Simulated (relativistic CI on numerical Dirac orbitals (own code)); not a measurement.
# Kr XXII (Kr²¹⁺): levels and lines

Aim: the low levels of Kr²¹⁺, their labels and the strongest lines; runs with one setting changed show what the result hangs on.

Program: relativistic CI on numerical Dirac orbitals (own code) version 4. Level of theory: Dirac-Coulomb-Breit CI, KLI orbitals optimised for each configuration, model QED (radiative potential, 1s self-energy scaled to tabulated hydrogen-like ionisation energies). These are calculated values, not measurements, unless marked.

### 1 The system

* ion: Kr²¹⁺ (Kr XXII)
* nuclear charge: 36
* electrons: 15
* isotope: A = 84
* first configuration typed: [Ne] 3s2 3p3

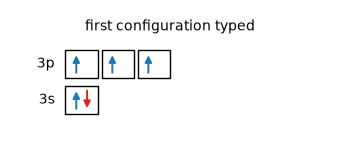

Outer shells as boxes.

### 2 Base run

Settings of the run:

```ini
atom Kr  Z=36  charge=21  electrons=15
nucleus A=84  rms_radius_fm=4.1884
hamiltonian dirac-coulomb  breit=on  qed=on  c_scale=1
orbitals kli  potential=per-configuration
slater_scale 1
correlation none
mixing on
configurations
  [Ne] 3s2 3p3
  [Ne] 3s 3p4
  [Ne] 3s2 3p2 3d
  [Ne] 3p5
  [Ne] 3s 3p3 3d
  [Ne] 3p4 3d
  [Ne] 3s 3p2 3d2
  [Ne] 3s2 3p 3d 4p
  [Ne] 3p4 4s
  [Ne] 3s2 3p2 4s
  [Ne] 3p4 4p
  [Ne] 3s 3p2 3d 4s
  [Ne] 3s2 3p2 4p
  [Ne] 3s2 3p2 4d
  [Ne] 3s 3p3 4s
  [Ne] 3p3 3d 4p
  [Ne] 3s2 3p2 4f
  [Ne] 3s 3p3 4p
  [Ne] 3s 3p3 4d
  [Ne] 3s 3p3 4f
  [Ne] 3s2 3p2 5s
  [Ne] 3s2 3p2 5p
  [Ne] 3s2 3p 4s 4p
  [Ne] 3s2 3p2 5d
  [Ne] 3s2 3p2 5f
  [Ne] 3s2 3p2 5g
  [Ne] 3s 3p2 4s2
  [Ne] 3s 3p3 5s
  [Ne] 3s2 3p 3d2
  [Ne] 3s2 3d3
  [Ne] 3s 3p 3d3
  [Ne] 3s2 3d2 4s
  [Ne] 3s2 3d2 4p
  [Ne] 3s2 3d2 4d
  [Ne] 3p3 3d2
  [Ne] 3p2 3d3
  [Ne] 3p2 3d2 4s
  [Ne] 3p2 3d2 4p
  [Ne] 3p2 3d2 4d
  [Ne] 3s2 3p 3d 4s
  [Ne] 3s 3p 3d2 4s
  [Ne] 3s2 3d 4s2
  [Ne] 3s2 3d 4s 4p
  [Ne] 3s2 3d 4s 4d
  [Ne] 3s 3p2 3d 4p
  [Ne] 3s 3p 3d2 4p
  [Ne] 3s 3p 3d 4s 4p
  [Ne] 3s 3p 3d 4p2
  [Ne] 3s 3p 3d 4p 4d
  [Ne] 3p3 3d 4s
  [Ne] 3p2 3d 4s2
  [Ne] 3p2 3d 4s 4p
  [Ne] 3p2 3d 4s 4d
  [Ne] 3s2 3p 4s2
  [Ne] 3s 3p 3d 4s2
  [Ne] 3s2 4s2 4p
  [Ne] 3s2 4s2 4d
  [Ne] 3s2 3p 4p2
  [Ne] 3s2 3d 4p2
  [Ne] 3s2 4s 4p2
  [Ne] 3s2 4p3
  [Ne] 3s2 4p2 4d
  [Ne] 3s 3p2 4s 4p
  [Ne] 3s 3p 4s2 4p
  [Ne] 3s 3p 4s 4p2
  [Ne] 3s 3p 4s 4p 4d
end
```

Launch:

```sh
python run_levels.py task.json out
```

One command runs all members of the session, one after another, from task.json.

### 3 Slater integrals scaled by 0.9

Settings: those of step 2 with these lines changed.

```diff
@@ -4,3 +4,3 @@
 orbitals kli  potential=per-configuration
-slater_scale 1
+slater_scale 0.9
 correlation none
```

### 4 Without QED terms

Settings: those of step 3 with these lines changed.

```diff
@@ -2,5 +2,5 @@
 nucleus A=84  rms_radius_fm=4.1884
-hamiltonian dirac-coulomb  breit=on  qed=on  c_scale=1
+hamiltonian dirac-coulomb  breit=on  qed=off  c_scale=1
 orbitals kli  potential=per-configuration
-slater_scale 0.9
+slater_scale 1
 correlation none
```

### 5 The first 3 configurations alone

Settings of the run:

```ini
atom Kr  Z=36  charge=21  electrons=15
nucleus A=84  rms_radius_fm=4.1884
hamiltonian dirac-coulomb  breit=on  qed=on  c_scale=1
orbitals kli  potential=per-configuration
slater_scale 1
correlation none
mixing on
configurations
  [Ne] 3s2 3p3
  [Ne] 3s 3p4
  [Ne] 3s2 3p2 3d
end
```

(Steps that only read results are left out.)

**Question.** What will these runs give? Wanted: lowest level; first excitation; lowest level of the other parity; fastest E1 line; ionisation energy.

**Answer**, as computed:

| run | time | mean size of shift, levels followed (cm⁻¹) | lowest level | ionisation energy (eV) |
| --- | --- | --- | --- | --- |
| main run | 15 s | 0 | 3p3 4S°3/2 | 935.56 |
| Slater integrals scaled by 0.9 | 13 s | 5226 | 3p3 4S°3/2 | 935.10 |
| without QED terms | 12 s | 973 | 3p3 4S°3/2 | 935.56 |
| the first 3 configurations alone | 0.14 s | 9570 | 3p3 4S°3/2 | - |

The semi-empirical ionisation energy (NIST) is 945 eV.

| quantity | value |
| --- | --- |
| lowest level | 3p3 4S°3/2 |
| first excitation | 3p3 2D°3/2, 79169 cm⁻¹ |
| lowest level of the other parity | 3s 3p4 4P5/2, 513167 cm⁻¹ |
| levels in the model | 7833 |
| fastest E1 line (by rate) to the lowest level among the lowest 400 of 7833 levels | 11.06 nm, from 3p2 3d 4P5/2 |
| ionisation energy | 935.56 eV |
| ionisation energy, semi-empirical (NIST) | 945 eV |

**Reading.** 3p3 4S°3/2 comes out lowest; its LS label holds 69 % and its jj label 74 %; over the low levels the means are 68 and 69 %, so they are in intermediate coupling. Against the semi-empirical ionisation energy the result lies 1.00 % low. Of the changes tried, the run «the first 3 configurations alone» moves the low levels most, by 9570 cm⁻¹ on average. Lifetimes count radiative decay inside the model alone.
